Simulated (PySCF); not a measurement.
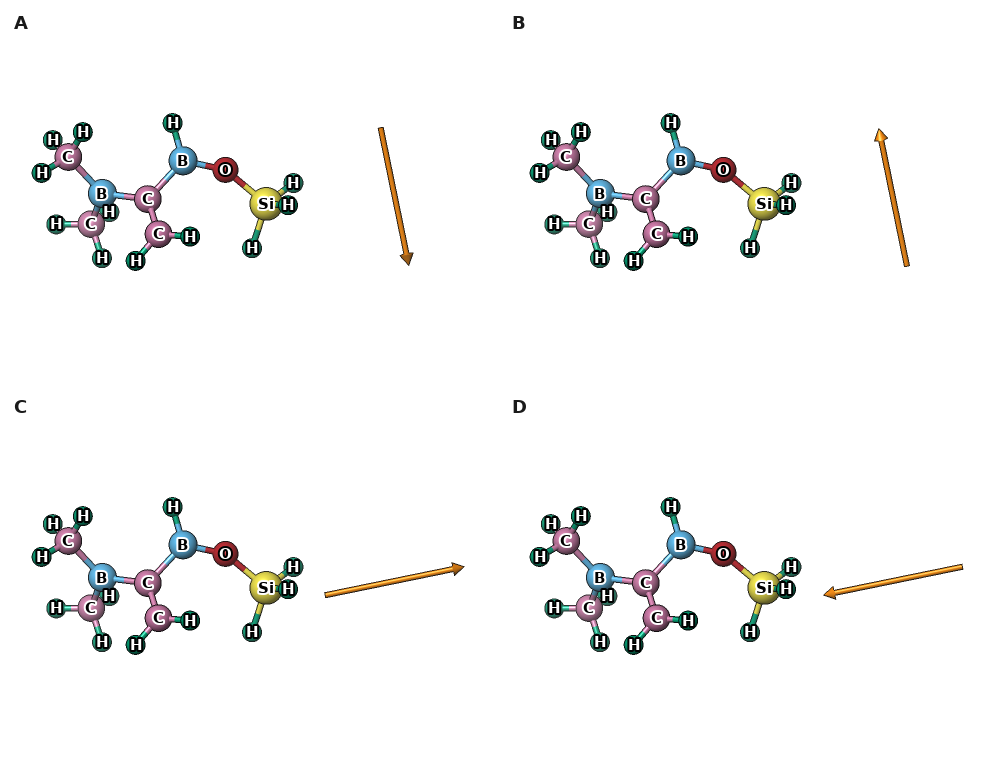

The same molecule four times, each with an arrow. The geometry was computed by an optimisation with GFN2-xTB. No frequency run is at hand to confirm it as a minimum. Method: PBE0/pcSseg-1, gas phase (PySCF 2.14.0).

**Which arrow points along the dipole moment, from the negative to the positive end?**

A. The dipole moment is 1.11 D.

The geometry is semi-empirical. Around B, Si such bond lengths and angles can be off by a tenth of an ångström or more and by several degrees, and values that hang on the shape move with them.
